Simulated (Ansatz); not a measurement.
System: zinc-blende MgS (metastable phase). Method: r²SCAN+rVV10 (PAW; Ansatz, a program for electronic structure).

Run with plane-wave cutoff 560 eV, 10×10×10 k mesh, Fermi–Dirac smearing 0.01 eV, scalar-relativistic PAW data made under PBE.

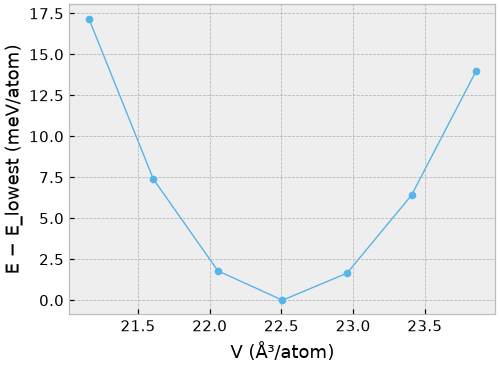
Figure: Total energy against volume

From the curve, estimate the equilibrium volume and the bulk modulus.

V0 ≈ 22.5 Å³/atom and B0 ≈ 61 GPa; the fit gives V0 = 22.509 Å³/atom, B0 = 61.1 GPa, B′ = 4.0.

The computed numbers hold no vibrational or temperature effects.

Cost on a shared machine: very roughly 100 core-seconds.
